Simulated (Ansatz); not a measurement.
Frequency calculation, with input and output: GaN2H5

GaN2H5, computed with RHF/def2-SVP (Ansatz 0.2.0).

It belongs to a series of runs on one base structure; here: vibrations at the highest image of the band. Figures and captions count atoms from 1; the log counts them from 0 in places.

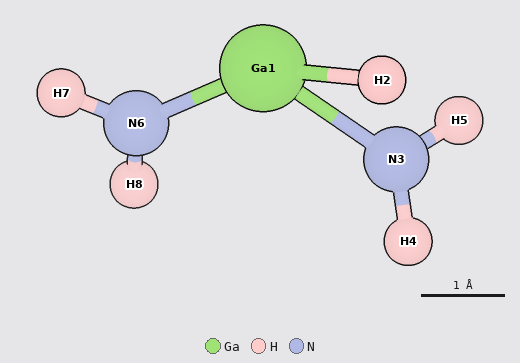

Figure 1. The structure (ball-and-stick view, seen at a tilt; atoms are numbered from 1 in the order of the input). Sticks mark near contacts.

Input file:
```yaml
crystal:
  periodic: [false, false, false]
  atoms:
    - { symbol: Ga, position_ang: [-0.23309, 0.079195, 0.5967] }
    - { symbol: H, position_ang: [1.103157, -0.35405, 1.464806] }
    - { symbol: "N", position_ang: [1.710778, 0.051821, 0.117018] }
    - { symbol: H, position_ang: [2.2332, -0.452762, -0.587844] }
    - { symbol: H, position_ang: [2.259887, 0.8335, 0.439484] }
    - { symbol: "N", position_ang: [-1.354635, -0.054598, -0.828568] }
    - { symbol: H, position_ang: [-2.349574, -0.147708, -0.772058] }
    - { symbol: H, position_ang: [-1.050924, 0.044604, -1.779038] }
basis:
  gaussian: { orbitals: def2-SVP }
hamiltonian:
  xc: hf
phonons: {}
```

Hardware: 1 thread of Intel Xeon (Sapphire Rapids), 32 GiB of memory available, shared host.

Launched with:
```bash
ansatz run input.yaml --threads 1 --pin off --max-ram 2048MiB --backend cpu --events-out ev --progress --plain --runs-dir out
```

The program's output:
```
Engine: ansatz 0.2.0, x86_64-unknown-linux-gnu
Functional definition: HF
  exchange = exact_x
  correlation = 0
931 factors; integrals over basis functions are off by at most 4.1e-4 eV
mean field evaluation 1: about -55360.6854 eV, gradient 4.3e1 eV
mean field evaluation 2: about -55360.7323 eV, gradient 4.3e1 eV
mean field evaluation 4: about -55365.0169 eV, gradient 3.2e0 eV
mean field evaluation 8: about -55365.0705 eV, gradient 3.5e-1 eV
mean field -55365.07159253 eV, -2034.6288532319 hartree, gradient 1.8e-5 eV, S^2 0.000000; 0 other end points of the search recorded, 0 dependent functions left out
the calculation of the forces begins
reference -55365.07159253 eV, -2034.6288532319 hartree; 25, 25 occupied and 60, 60 virtual orbitals, 931 factors
these checks for a lower state are left out or cut short: stability, starts, cluster_reference, orbital_swaps, neighbouring_geometries, increment
931 factors; integrals over basis functions are off by at most 4.1e-4 eV
mean field evaluation 16: about -55365.0715 eV, gradient 8.0e-5 eV
mean field -55365.07153075 eV, -2034.6288509617 hartree, gradient 3.0e-6 eV, S^2 0.000000; 0 other end points of the search recorded, 0 dependent functions left out
[... from here on the field's lines of each further geometry are left out, up to the last ...]
the calculation of the forces begins
reference -55365.07144900 eV, -2034.6288479573 hartree; 25, 25 occupied and 60, 60 virtual orbitals, 931 factors
these checks for a lower state are left out or cut short: stability, starts, cluster_reference, orbital_swaps, neighbouring_geometries, increment
931 factors; integrals over basis functions are off by at most 4.2e-4 eV
mean field -55365.07145021 eV, -2034.6288480018 hartree, gradient 2.3e-6 eV, S^2 0.000000; 0 other end points of the search recorded, 0 dependent functions left out
the calculation of the forces begins
reference -55365.07145021 eV, -2034.6288480018 hartree; 25, 25 occupied and 60, 60 virtual orbitals, 931 factors
WARN: phonons: modes at or below zero, which the zero-point energy, F, S and C_V leave out: 1, the lowest at -1842.35 cm⁻¹. A minimum has none, and a first-order saddle one
Total energy: -55365.07159253 eV, -2034.6288532319 hartree
Atom 0 at    -0.233090     0.079195     0.596700 Å, force    -0.000068     0.000013     0.000054 eV/Å
Atom 1 at     1.103157    -0.354050     1.464806 Å, force    -0.000002    -0.000011    -0.000036 eV/Å
Atom 2 at     1.710778     0.051821     0.117018 Å, force     0.000122     0.000046    -0.000001 eV/Å
Atom 3 at     2.233200    -0.452762    -0.587844 Å, force    -0.000030    -0.000008     0.000018 eV/Å
Atom 4 at     2.259887     0.833500     0.439484 Å, force    -0.000011    -0.000026    -0.000015 eV/Å
Atom 5 at    -1.354635    -0.054598    -0.828568 Å, force    -0.000008    -0.000011    -0.000046 eV/Å
Atom 6 at    -2.349574    -0.147708    -0.772058 Å, force    -0.000011    -0.000003     0.000001 eV/Å
Atom 7 at    -1.050924     0.044604    -1.779038 Å, force     0.000009    -0.000000     0.000026 eV/Å
Dipole moment:     0.071934     0.062830    -0.322527 e Å
Vibrations: -1842.35 168.55 215.78 320.04 367.45 494.20 573.65 674.98 726.98 749.46 1001.92 1626.65 1655.17 1805.91 3657.18 3782.06 3788.46 3890.49 cm⁻¹, zero-point energy 1.580731 eV
```

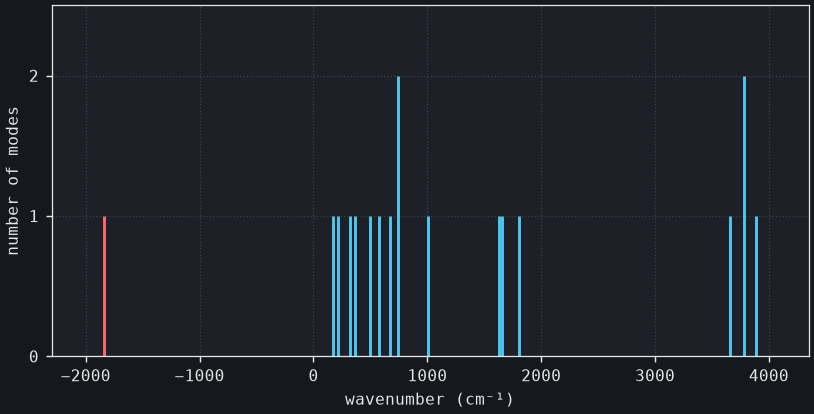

Figure 2. Harmonic vibrational wavenumbers from the force constants; neighbouring modes closer than 26 cm⁻¹ are counted in one stick, and imaginary ones are drawn at negative wavenumbers. 18 modes from 1842i to 3890 cm⁻¹, 1 imaginary beyond 8i (1842i cm⁻¹): a first-order saddle point, if the geometry is stationary.

Key numbers:

```json
{"quantity": "outcome", "value": "converged"}
{"quantity": "total energy", "value": "−55365.0716 eV"}
{"quantity": "mean-field energy", "value": "−55365.0716 eV"}
{"quantity": "largest force (length of the vector)", "value": "under 0.001 eV/Å"}
{"quantity": "wall time", "value": "51 s"}
{"quantity": "peak memory", "value": "0.17 GiB"}
```
